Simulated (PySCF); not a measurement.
## Geometry relaxation of AlB₃ClO₆ (charge −1)

- system: AlB₃ClO₆, charge −1
- method: PBE0-D3(BJ)/def2-SVP geometry optimisation, gas phase (PySCF 2.14.0)

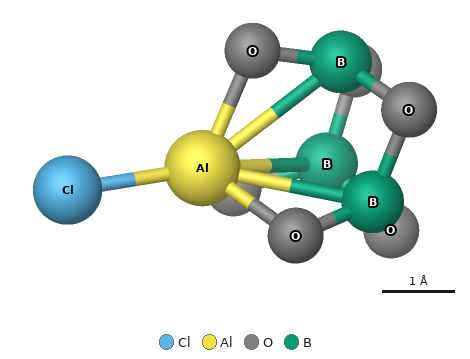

The structure as given in the input (ball-and-stick view, seen at a tilt). Sticks mark near contacts. Bond lengths as drawn: Al–B 2.43 to 2.46 Å, Al–Cl 2.01 Å, Al–O 1.78 to 1.80 Å and B–O 1.33 to 1.43 Å.

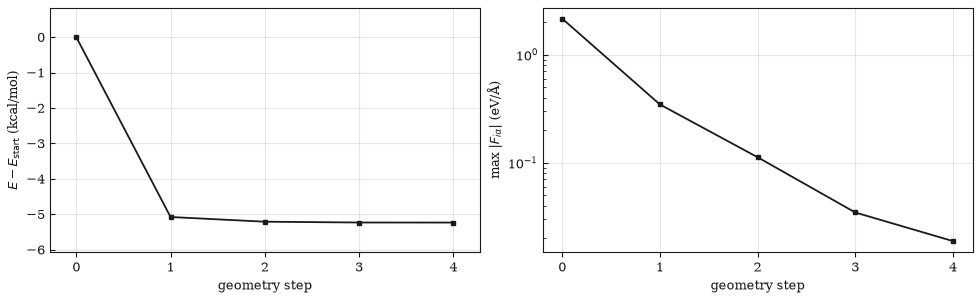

Progress of the relaxation, step by step (steps are counted from 0).

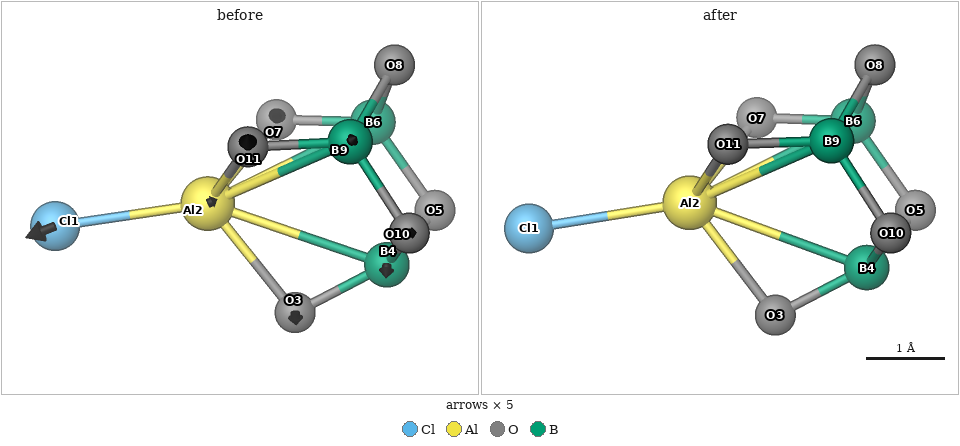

Before (left) and after (right) the relaxation, at one scale (ball-and-stick view, seen at a tilt). The black arrows give the displacements, magnified 5 times. The largest move after the best rigid fit is that of Cl1, 0.086 Å. Largest moves by element: Cl 0.086 Å, O 0.056 Å, B 0.039 Å, Al 0.028 Å. Distances before and after: Cl1–Al2 2.014 → 2.124 Å, B4–O5 1.375 → 1.419 Å, Al2–O11 1.780 → 1.824 Å, Al2–O3 1.801 → 1.823 Å. Among the angles that change: O3–B4–O10 116.8° → 119.7°, Al2–O11–B9 102.1° → 99.4°. The energy falls by 5.23 kcal/mol in 4 geometry steps. Largest force component: 2.2 eV/Å at the start, 0.019 eV/Å at the end. (Atoms are counted from 1 in the order of the input.)

The input that produced these results follows, with the program's output.

Input file:
```
{"job": {"xc": "PBE0", "basis": "def2-SVP", "d3": "d3bj", "grid": 2, "kind": "geom", "shake": 0.01}, "charge": -1, "multiplicity": 1}
Cl    -0.326284     0.127772     3.373275
Al    -0.148280     0.054312     1.368618
O     -1.372021     0.870343     0.329181
B     -0.876096     0.617440    -0.900527
O      0.214295     1.301255    -1.384552
B      1.133479     0.508902    -0.680937
O      1.345846     0.725377     0.624533
O      1.289877    -0.799188    -1.178346
B      0.007798    -1.215473    -0.702583
O     -1.082082    -0.679215    -1.414990
O     -0.153845    -1.540023     0.576626
```

The first line tells a small driver script what to run in PySCF; the rest is the geometry in Å.

Run as:
```bash
OMP_NUM_THREADS=1 python <driver script> task.json out
```

The program's output:
```
step   0  E = -1227.73550380  max force = 0.041978
step   1  E = -1227.74359456  max force = 0.006734
step   2  E = -1227.74380605  max force = 0.002186
step   3  E = -1227.74384231  max force = 0.000673
step   4  E = -1227.74384455  max force = 0.000365
optimisation converged
```

Trajectory as extended XYZ (Å, eV, eV/Å), 5 frames, from step=0 to step=4:
```
11
Properties=species:S:1:pos:R:3:forces:R:3 step=0 energy=-33408.38472
Cl   -0.3263    0.1278    3.3733   -0.2159   0.0966   2.1586
Al   -0.1483    0.0543    1.3686    0.1001   0.2454  -1.7597
O    -1.3720    0.8703    0.3292   -0.3219   0.5717   0.0943
B    -0.8761    0.6174   -0.9005   -1.5394  -0.2349   0.5082
O     0.2143    1.3013   -1.3845    0.6236   0.9514  -0.7157
B     1.1335    0.5089   -0.6809    0.5587  -0.3264   0.2519
O     1.3458    0.7254    0.6245    0.6186   0.5579   0.2999
O     1.2899   -0.7992   -1.1784   -0.1458  -0.3221  -0.1656
B     0.0078   -1.2155   -0.7026    0.2709  -0.0664  -0.6170
O    -1.0821   -0.6792   -1.4150    0.0041  -0.2774  -0.5786
O    -0.1538   -1.5400    0.5766    0.0470  -1.1957   0.5238
11
Properties=species:S:1:pos:R:3:forces:R:3 step=1 energy=-33408.60489
Cl   -0.3340    0.1408    3.4978    0.0027   0.0004  -0.1095
Al   -0.1283    0.0563    1.3795    0.0526  -0.0744  -0.1557
O    -1.3898    0.9059    0.3634    0.0040  -0.0587   0.0595
B    -0.9201    0.6235   -0.8695    0.3463  -0.0305  -0.0197
O     0.2242    1.3179   -1.3595   -0.0656  -0.1084   0.1144
B     1.1557    0.5097   -0.6511   -0.1432   0.1586  -0.0397
O     1.3996    0.7619    0.6533   -0.1199  -0.1446  -0.0141
O     1.2874   -0.8079   -1.1597    0.1664   0.0514   0.0036
B     0.0229   -1.2302   -0.6980   -0.2062  -0.0584   0.1877
O    -1.0766   -0.6783   -1.4088   -0.0446  -0.0007   0.0686
O    -0.1331   -1.6040    0.5948    0.0074   0.2653  -0.0949
11
Properties=species:S:1:pos:R:3:forces:R:3 step=2 energy=-33408.61064
Cl   -0.3331    0.1370    3.4915   -0.0009   0.0022  -0.0478
Al   -0.1273    0.0546    1.3766    0.0357  -0.0399  -0.0581
O    -1.3873    0.9032    0.3654   -0.0058  -0.0175   0.0453
B    -0.9135    0.6214   -0.8659    0.1124   0.0419  -0.0401
O     0.2236    1.3184   -1.3577   -0.0450  -0.0360   0.0541
B     1.1536    0.5125   -0.6514   -0.0330   0.0551  -0.0385
O     1.3970    0.7572    0.6530   -0.0512  -0.0512   0.0337
O     1.2887   -0.8045   -1.1595    0.0626   0.0007  -0.0112
B     0.0204   -1.2284   -0.6974   -0.0791  -0.0464   0.0811
O    -1.0790   -0.6777   -1.4058   -0.0116  -0.0163   0.0016
O    -0.1352   -1.5981    0.5932    0.0159   0.1074  -0.0201
11
Properties=species:S:1:pos:R:3:forces:R:3 step=3 energy=-33408.61163
Cl   -0.3320    0.1321    3.4873   -0.0037   0.0030  -0.0037
Al   -0.1262    0.0523    1.3746    0.0153  -0.0084   0.0022
O    -1.3862    0.9019    0.3682   -0.0108  -0.0042   0.0069
B    -0.9111    0.6227   -0.8639    0.0034   0.0346  -0.0121
O     0.2228    1.3212   -1.3540   -0.0149  -0.0043   0.0051
B     1.1527    0.5141   -0.6517    0.0074  -0.0110  -0.0135
O     1.3956    0.7533    0.6538   -0.0018  -0.0059   0.0195
O     1.2888   -0.8028   -1.1612    0.0086  -0.0001  -0.0038
B     0.0187   -1.2282   -0.6976   -0.0158   0.0057   0.0044
O    -1.0797   -0.6757   -1.4055    0.0016  -0.0140  -0.0064
O    -0.1355   -1.5953    0.5920    0.0107   0.0047   0.0013
11
Properties=species:S:1:pos:R:3:forces:R:3 step=4 energy=-33408.61169
Cl   -0.3314    0.1286    3.4870   -0.0037   0.0026   0.0011
Al   -0.1257    0.0507    1.3746    0.0094  -0.0042   0.0058
O    -1.3864    0.9014    0.3699   -0.0058  -0.0018  -0.0024
B    -0.9114    0.6244   -0.8629   -0.0004   0.0188  -0.0002
O     0.2224    1.3228   -1.3521   -0.0072   0.0002   0.0027
B     1.1528    0.5144   -0.6515    0.0058  -0.0124  -0.0032
O     1.3960    0.7516    0.6545    0.0015  -0.0009   0.0053
O     1.2887   -0.8019   -1.1627    0.0012   0.0062  -0.0037
B     0.0183   -1.2271   -0.6990   -0.0119   0.0044  -0.0045
O    -1.0803   -0.6737   -1.4060    0.0052  -0.0090  -0.0029
O    -0.1350   -1.5955    0.5902    0.0058  -0.0040   0.0018
```

Key numbers:

| quantity | value |
| --- | --- |
| outcome | converged |
| total energy | −1227.743845 hartree |
| point group | C3v |
| hardware | 1 CPU thread, shared host |
| wall time | 1.7 min |
| peak memory | 0.81 GiB |
